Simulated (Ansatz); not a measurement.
Stretching the Ga1–H2 bond in GaH3 (SMILES [GaH3]) (multiplicity 1 held, fragments rigid). Energies count from the point at 1.570 Å.
Geometry at that point (charge 0, multiplicity 1):
| atom | x (Å) | y (Å) | z (Å) |
|---|---|---|---|
| Ga | 0.0000 | 0.0000 | 0.0000 |
| H | 1.5659 | -0.1090 | -0.0205 |
| H | -0.8774 | -1.3017 | 0.0061 |
| H | -0.6885 | 1.4107 | 0.0144 |

R- and RO- levels are restricted; in cc, def2 and unpolarised 6-31G sets they are followed outwards from rest. U- levels take the lowest unrestricted solution at each point, which mixes spins at long bonds. Active spaces are followed from a long bond inwards. Full CI gives the lowest state of the spin. Levels need not reach the same state.

Correlated levels freeze the cores. Filled d and f shells under p-block atoms count as core.

Run with Ansatz (Gaussian basis) for Hartree–Fock, density functionals and correlated methods. Values without a source in brackets are computed.

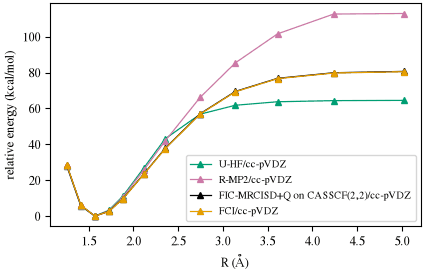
Relative energy along the coordinate

Question: Order the other curves in the same basis by their non-parallelity to FCI/cc-pVDZ (largest less smallest deviation, whatever its cause), smallest first.

Answer: FIC-MRCISD+Q on CASSCF(2,2)/cc-pVDZ (0.4 kcal/mol), U-HF/cc-pVDZ (21.5 kcal/mol), R-MP2/cc-pVDZ (33.3 kcal/mol)

Question: Read off the U-HF/cc-pVDZ curve at R = 3.140.

Answer: about 62 kcal/mol

Doubts at one or more of the structures used: a spin-contaminated determinant (U-HF/cc-pVDZ); a restricted determinant that unrestricted orbitals would lower (R-MP2/cc-pVDZ).

Ansatz is an electronic-structure program.
